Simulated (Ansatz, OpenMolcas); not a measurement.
SnSiH6O (SMILES [SiH3][O][SnH3]): the HOMO–LUMO gap, rung by rung

SnSiH6O: 9 atoms, total charge 0, spin state singlet. SMILES: `[SiH3][O][SnH3]`. The coordinates come from a PBE0-D4/def2-TZVP relaxation.

Quantity: the HOMO–LUMO gap, in eV. The values are calculated.

```csv
level,kind,program,value (eV),CPU time
HF/def2-SVP (core potential),Hartree–Fock,Ansatz,14.29,2.1 s
SVWN5/def2-SVP (core potential),LDA,Ansatz,5.16,2.9 s
r2SCAN/def2-SVP (core potential),meta-GGA,OpenMolcas,6.09,73 s
B3LYP/def2-SVP (core potential),global hybrid,Ansatz,7.21,4.9 s
BHLYP/def2-SVP (core potential),global hybrid,Ansatz,9.90,5.3 s
M06-2X/def2-SVP (core potential),hybrid meta-GGA,OpenMolcas,9.87,68 s
CAM-B3LYP/def2-SVP (core potential),range-separated hybrid,Ansatz,10.03,5.8 s
HSE06/def2-SVP (core potential),range-separated hybrid,Ansatz,6.90,6.1 s
```

The values span 5.16 to 14.29 eV. Orbital gaps aren't excitation energies; they tend to grow with the share of exact exchange. CPU times are rough (shared hosts, several kinds of processor and program).

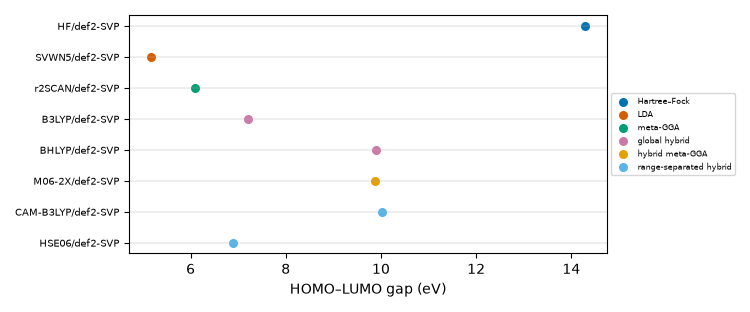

The values of the table, level by level.
